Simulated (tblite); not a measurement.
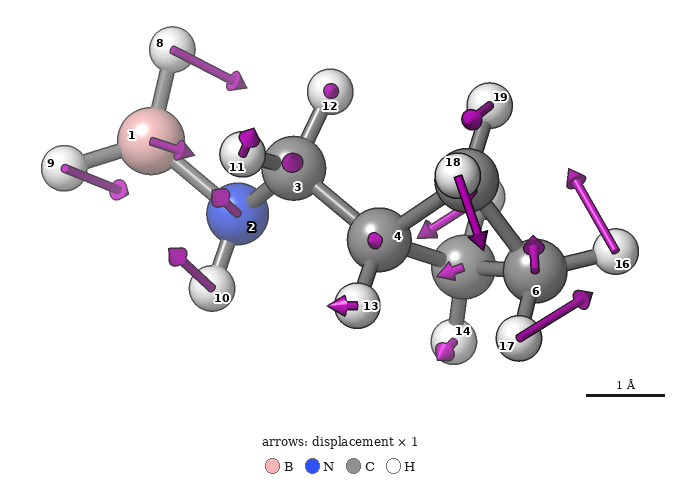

This is a relaxation of C$_{5}$H$_{12}$BN. The starting structure is drawn; purple arrows show the displacements, at their true length. The two geometries are superimposed by the best rigid fit.

A ball-and-stick model, seen at a tilt.

Computed with GFN2-xTB geometry optimisation, gas phase in tblite 0.8.0. 

Question: Which element moves most?

Answer: Hydrogen: up to 1.47 Å, against 0.71 Å for nitrogen.

Question: What did the optimiser do to the structure, and how much energy did it gain?

Answer: After 110 geometry steps the energy has fallen by 169.1 kJ/mol. The largest move after the best rigid fit is that of an H atom, 1.47 Å. Largest moves by element: H 1.47 Å, N 0.71 Å, C 0.67 Å, B 0.65 Å. Among the contacts that change: B–N 1.533 → 1.376 Å, B–H 1.207 → 1.173 Å, C–H 1.126 → 1.092 Å, C–H 1.108 → 1.088 Å. Among the angles between lasting bonds that change: B–N–C 111.0° → 127.6°, H–C–H 119.3° → 108.6°, C–C–H 118.1° → 109.3°. Groups turn about C–C by about 45°, C–C by about 45°, C–C by about 40°.
